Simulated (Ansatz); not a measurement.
```xyz
15

Si   -0.6787   -0.0677    1.1908
O    -0.0033   -0.3848   -0.6766
Si    0.8106   -1.7010   -1.3035
F     0.4375   -1.1415    1.5959
F    -1.1793    0.2826    2.6973
H    -1.9762   -0.4691    0.6390
H    -0.3022    1.8882   -0.3081
N    -0.0653    1.6116    0.8703
H    -0.1949    0.4699   -1.2432
F    -0.4462    1.8061   -1.4838
H     2.2238   -1.6883   -0.8590
H     0.1339   -2.9311   -0.8364
H     0.7399   -1.5871   -2.7796
H     0.9475    1.6478    0.9502
H    -0.4471    2.2642    1.5466
```

A transition-state structure; geometry: PBE0-D4/def2-TZVP.

Method: RKS PBE0-D4/def2-TZVPP (Ansatz 0.2.0).

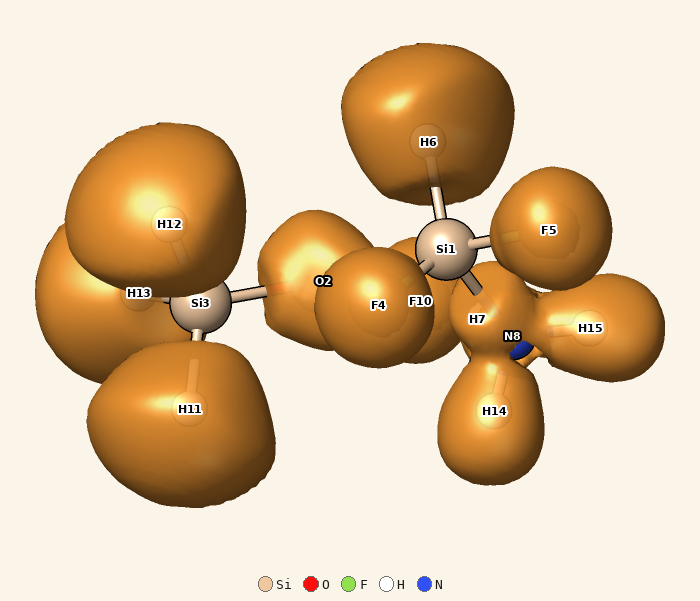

F2H4NSi···H4OSi···F. Isosurface of the electron localisation function at 0.75 (orange), seen from one side. Only the valence region is drawn (cores and ρ < 0.01 e/Å³ removed).

Q: What do the ELF domains correspond to?

A: At this value the surface marks out four regions around hydrogen nuclei, three regions wrapped around F (the valence shell of each), one joined region spread over several atoms (H, N), in which their bonds and any lone pairs are merged and one joined region spread over several atoms (H, O), in which their bonds and any lone pairs are merged.

Values along the shortest contacts:
F10···H7 (1.19 Å): the ELF climbs to about 0.85 towards the hydrogen, as it does in any bond to H. Si–F (1.60 Å): the ELF peaks at about 0.85 in the valence shell of F, 0.6 Å from its nucleus, and is about 0.55 at the midpoint.
